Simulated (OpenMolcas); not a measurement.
**How methods differ on GaHClO (SMILES [O][GaH][Cl])**

GaHClO: 4 atoms, total charge 0, spin state doublet. SMILES: `[O][GaH][Cl]`. The coordinates come from a PBE0-D4/def2-TZVP relaxation.

Quantity: the dipole moment, in D. The values are calculated.

```tsv
level	kind	program	value (D)	CPU time
USVWN5/def2-SVPD	LDA	OpenMolcas	2.23	34 s
U-revPBE/def2-SVPD	GGA	OpenMolcas	2.04	44 s
UBLYP/def2-SVPD	GGA	OpenMolcas	2.09	44 s
U-r2SCAN/def2-SVPD	meta-GGA	OpenMolcas	2.09	55 s
UTPSS/def2-SVPD	meta-GGA	OpenMolcas	2.01	57 s
UBHLYP/def2-SVPD	global hybrid	OpenMolcas	2.23	64 s
UM06-2X/def2-SVPD	hybrid meta-GGA	OpenMolcas	2.16	89 s
UPBE0/def2-SVPD	global hybrid	OpenMolcas	2.13	46 s
```

All-electron rows without a relativistic Hamiltonian named are non-relativistic. The values span 2.01 to 2.23 D. Magnitudes only. CPU times are rough (shared hosts, several kinds of processor and program).

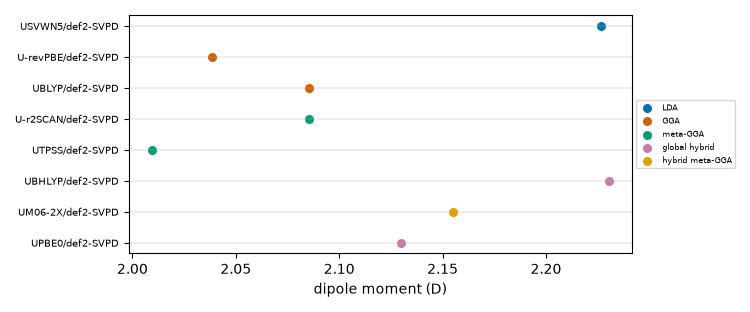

The values of the table, level by level.
